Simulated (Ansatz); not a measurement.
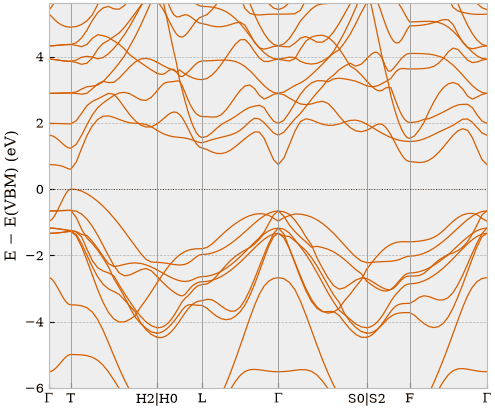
Figure. Band structure from r²SCAN (plane waves, PAW; program Ansatz)

### Question
Read off the gap and where the band edges lie.

### Answer
About 0.6 eV (0.60 eV by a search for the band edges); maximum at T, minimum at T.

The material is GaGeTe in space group R-3m (No. 166; Ga on 6c, Ge on 6c, Te on 6c).

The first step of the workflow began from a Materials Project structure, measured or hypothetical; the Crystallography Open Database copy checked does not list it. Whether it is the stable phase at ambient conditions was not checked. The r²SCAN relaxation kept the symmetry of its start; whether a distortion lowers the energy is not shown. A crystal of weakly bound layers computed without a dispersion correction: the cell and the soft elastic constants depend strongly on that. Scalar-relativistic: spin–orbit coupling is off unless named, which matters more the heavier the elements.

Potentials: the later of the program's two PAW sets.
